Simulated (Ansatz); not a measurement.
A series of calculations on SiH5O

## 1. Relaxation

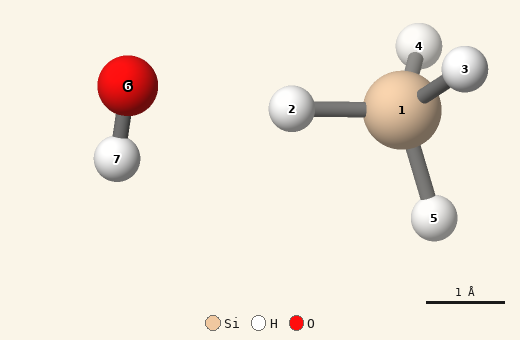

SiH₅O (multiplicity 2), before the relaxation. Style: ball-and-stick. Shown at a tilt.

The run prepares an end point of a later path (reaction) calculation, from a guessed geometry.

Level of theory: UHF/6-31G* (Ansatz).

Input file:
```yaml
crystal:
  periodic: [false, false, false]
  atoms:
    - { symbol: Si, position_ang: [-0.002309, -0.00303, -0.104147] }
    - { symbol: H, position_ang: [-0.058215, -0.0855, 1.358782] }
    - { symbol: H, position_ang: [1.403625, 0.017341, -0.550113] }
    - { symbol: H, position_ang: [-0.683959, 1.22274, -0.561382] }
    - { symbol: H, position_ang: [-0.679417, -1.180516, -0.685013] }
    - { symbol: O, position_ang: [0.013942, 0.016001, 3.573289] }
    - { symbol: H, position_ang: [-0.506666, -0.788136, 3.597085] }
magnetization:
  spin_polarized: true
  initial_magnetization: 1
basis:
  gaussian: { orbitals: "6-31G*" }
hamiltonian:
  xc: hf
relax:
  f_tol: 0.03
  max_steps: 50
output:
  orbitals: {}
```

Run as
```bash
ansatz run input.yaml --threads 1 --pin off --max-ram 2048MiB --backend cpu --events-out ev --progress --plain --runs-dir out
```

> Predict the outcome.

The largest move after the best rigid fit is that of O6, 0.88 Å. By element the largest moves are O 0.88 Å, H 0.50 Å, Si 0.18 Å. Near-neighbour distances that change, for instance: Si1–H2 1.466 → 1.479 Å. Over 14 accepted moves (16 points after the start) the energy falls by 7.89 kJ/mol. The largest force component goes from 0.24 to 0.0057 eV/Å. The line search rejected the trial steps at points 8, 10 of the run. The forces were under the threshold at step 9, but the run went on from there. The run took 11 s on 1 thread of Arm Neoverse V2, on a shared host, peak memory 0.097 GiB.

Step by step:

```json
{"step": "0", "E − E(0), kJ/mol": "0.00", "largest force component, eV/Å": "0.2442", "note": ""}
{"step": "1", "E − E(0), kJ/mol": "-2.94", "largest force component, eV/Å": "0.8118", "note": ""}
{"step": "2", "E − E(0), kJ/mol": "-4.91", "largest force component, eV/Å": "0.6917", "note": ""}
{"step": "3", "E − E(0), kJ/mol": "-5.30", "largest force component, eV/Å": "0.6324", "note": ""}
{"step": "4", "E − E(0), kJ/mol": "-6.83", "largest force component, eV/Å": "0.0562", "note": ""}
{"step": "5", "E − E(0), kJ/mol": "-6.87", "largest force component, eV/Å": "0.0362", "note": ""}
{"step": "6", "E − E(0), kJ/mol": "-6.88", "largest force component, eV/Å": "0.1295", "note": ""}
{"step": "7", "E − E(0), kJ/mol": "-6.98", "largest force component, eV/Å": "0.1303", "note": ""}
{"step": "8", "E − E(0), kJ/mol": "-3.27", "largest force component, eV/Å": "1.5769", "note": "rejected"}
{"step": "9", "E − E(0), kJ/mol": "-7.32", "largest force component, eV/Å": "0.0163", "note": ""}
{"step": "10", "E − E(0), kJ/mol": "-7.26", "largest force component, eV/Å": "0.4831", "note": "rejected"}
{"step": "11", "E − E(0), kJ/mol": "-7.44", "largest force component, eV/Å": "0.1052", "note": ""}
{"step": "12", "E − E(0), kJ/mol": "-7.55", "largest force component, eV/Å": "0.1447", "note": ""}
{"step": "13", "E − E(0), kJ/mol": "-7.66", "largest force component, eV/Å": "0.0170", "note": ""}
{"step": "14", "E − E(0), kJ/mol": "-7.67", "largest force component, eV/Å": "0.3947", "note": ""}
{"step": "15", "E − E(0), kJ/mol": "-7.79", "largest force component, eV/Å": "0.2855", "note": ""}
{"step": "16", "E − E(0), kJ/mol": "-7.89", "largest force component, eV/Å": "0.0057", "note": ""}
```

Final geometry:

```xyz
7

Si   -0.0385   -0.0585   -0.2749
H    -0.2483   -0.3778    1.1541
H     1.4085    0.0225   -0.5419
H    -0.6792    1.2335   -0.5777
H    -0.6422   -1.1236   -1.0955
O    -0.0763   -0.1275    4.4389
H    -0.2370   -0.3698    3.5255
```

After the run, drawn alike:

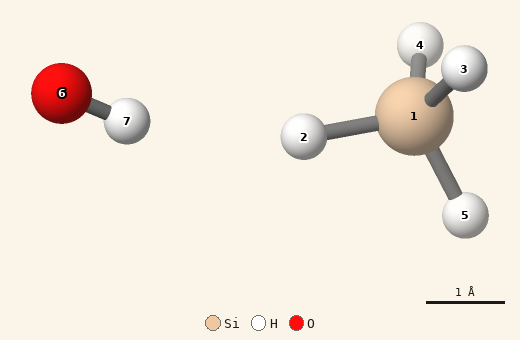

Limits of the set-up: the start holds two separate molecules, 2.2 Å apart at their closest, whose relative position is a soft coordinate and is computed without a dispersion correction; Hartree-Fock leaves out electron correlation.

## 2. Relaxation

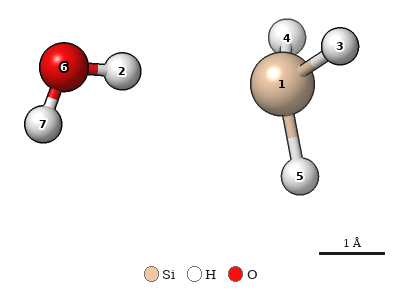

This is the input geometry for a relaxation of SiH₅O (multiplicity 2). Style: ball-and-stick. Shown at a tilt.

The run prepares an end point of a later path (reaction) calculation, from a guessed geometry.

Level of theory: Ansatz 0.2.0, UHF/6-31G*.

The input:
```yaml
crystal:
  periodic: [false, false, false]
  atoms:
    - { symbol: Si, position_ang: [0.008409, 0.013627, -0.316625] }
    - { symbol: H, position_ang: [-0.009707, -0.012593, 2.350534] }
    - { symbol: H, position_ang: [1.414778, 0.009745, -0.758084] }
    - { symbol: H, position_ang: [-0.697178, 1.229149, -0.761167] }
    - { symbol: H, position_ang: [-0.695217, -1.205688, -0.759962] }
    - { symbol: O, position_ang: [-0.017937, -0.031431, 3.321549] }
    - { symbol: H, position_ang: [-0.516148, -0.803908, 3.552256] }
magnetization:
  spin_polarized: true
  initial_magnetization: 1
basis:
  gaussian: { orbitals: "6-31G*" }
hamiltonian:
  xc: hf
relax:
  f_tol: 0.03
  max_steps: 50
output:
  orbitals: {}
```

Run as
```bash
ansatz run input.yaml --threads 1 --pin off --max-ram 2048MiB --backend cpu --events-out ev --progress --plain --runs-dir out
```

Where does the relaxation end?

The atom that moves furthest after the best rigid fit is H4 (1.15 Å). Largest moves by element: H 1.15 Å, O 0.68 Å, Si 0.39 Å. Some distances before and after: H2–O6 0.971 → 0.948 Å, Si1–H4 1.474 → 1.480 Å. The energy falls by 3.14 kcal/mol in 33 accepted moves (45 points after the start). The largest force component goes from 1.4 to 0.023 eV/Å. The line search rejected the trial steps at points 3, 6, 12, 13, 14, 16, 19, 23 and more of the run. The forces were under the threshold at step 5, but the run went on from there.

The structure at the end:

```xyz
7

Si   -0.1922    0.3324   -0.4343
H     0.0822    0.3184    3.3724
H     1.2618    0.1829   -0.2485
H    -0.4890    0.7962   -1.8077
H    -0.9084   -0.9295   -0.1620
O     0.2286   -0.4620    2.8546
H    -0.4960   -1.0395    3.0540
```

After the run, drawn alike:

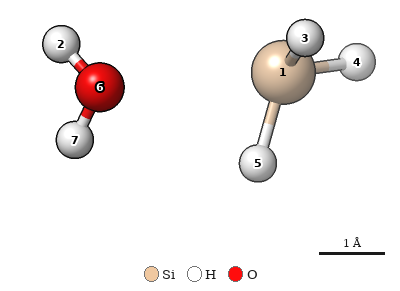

Limits of the set-up: the start holds two separate molecules, 2.7 Å apart at their closest, whose relative position is a soft coordinate and is computed without a dispersion correction; Hartree-Fock leaves out electron correlation.

## 3. Path

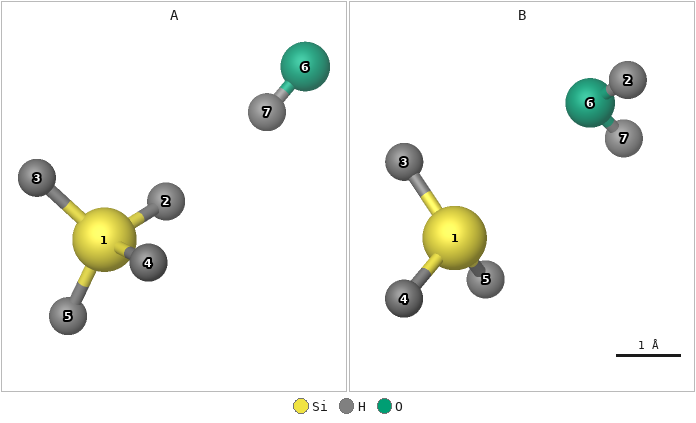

The two relaxed end points of a path for SiH5O (multiplicity 2), made up at the start of SiH4 and HO. A ball-and-stick model, seen from a free direction.

All numbers below come from UHF/6-31G* in Ansatz 0.2.0.

Run with 5 movable images; climbing image; force threshold 0.03 eV/Å; iteration limit 60.

Start:
```xyz
7

Si   -0.0385   -0.0581   -0.2749
H    -0.2483   -0.3779    1.1540
H     1.4085    0.0231   -0.5418
H    -0.6792    1.2341   -0.5772
H    -0.6422   -1.1228   -1.0959
O    -0.0763   -0.1288    4.4389
H    -0.2370   -0.3707    3.5254
```

End:
```xyz
7

Si   -0.1589    0.3170   -0.4417
H    -0.0338    0.3416    3.3728
H     1.2921    0.2381   -0.1982
H    -0.4233    0.7568   -1.8295
H    -0.8247   -0.9758   -0.1866
O     0.1696   -0.4344    2.8678
H    -0.5341   -1.0444    3.0438
```

**What barrier does the band find between them, and by what path?**

The highest point, image 3, lies 1.02 eV above the start and 1.32 eV above the end; the end is at −0.30 eV relative to the start. A hydrogen atom shifts from one atom to another. Breaking: Si1–H2 (1.48 → 1.68 at the top → 3.82 Å). Forming: H2–O6 (3.30 → 1.26 at the top → 0.95 Å). The band is converged. At the top, the vibrational analysis gives one imaginary mode (2619i cm⁻¹), as a transition state must have.

Energies of the converged images:

| image | path (Å) | E (eV) |
| --- | --- | --- |
| 0 | 0.00 | 0.000 |
| 1 | 1.13 | -0.001 |
| 2 | 2.26 | 0.036 |
| 3 | 3.38 | 1.020 |
| 4 | 4.47 | -0.187 |
| 5 | 5.55 | -0.267 |
| 6 | 6.64 | -0.299 |

The geometry at the top of the path:

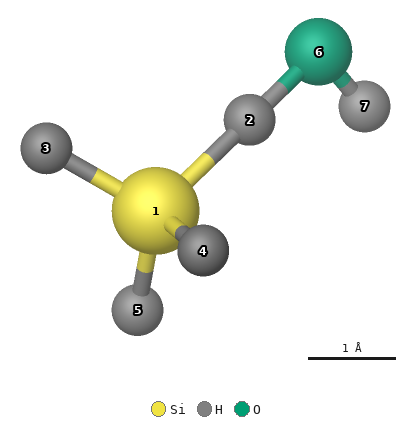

Limits of the set-up: the start holds two separate molecules, 2.4 Å apart at their closest, whose relative position is a soft coordinate and is computed without a dispersion correction; Hartree-Fock leaves out electron correlation.
